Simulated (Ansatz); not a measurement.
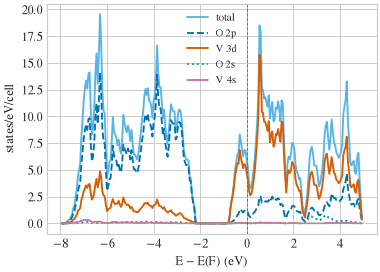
Figure: Total and projected density of states of VO2 in space group Pnma (No. 62; V on 4c, O on 4c, O on 4c), PBEsol in the plane-wave PAW code Ansatz

Q: Which orbitals carry the states next to the Fermi level?

A: Within 0.5 eV of the Fermi level: V 3d 82 %, O 2p 16 %. Projections are on Löwdin-orthogonalised atomic valence shells; empty p or d shells of many metals are not among them.

Q: Where is the tallest occupied peak in this window, and what makes it?

A: Near -6.3 eV, about 20 states/eV per cell; the largest projected share is O 2p.

The workflow started from a Materials Project entry (that database holds measured and hypothetical structures alike); the Crystallography Open Database copy checked does not list it. COD files the formula under space group No. 10, 12, 14, 136. Its standing as an ambient phase is unchecked. Symmetry was held in the PBEsol relaxation; whether a distortion lowers the energy is not shown. Magnetic state: ferromagnetic, chosen from 4 collinear starts compared on coarse meshes (ties went to the first, and starts can fall back to one state), not a proven ground state. No Hubbard U is applied. The compound may be a true metal, but semilocal functionals without U, or a wrong spin order, can also close a gap.

Potentials: the later of the program's two PAW sets.
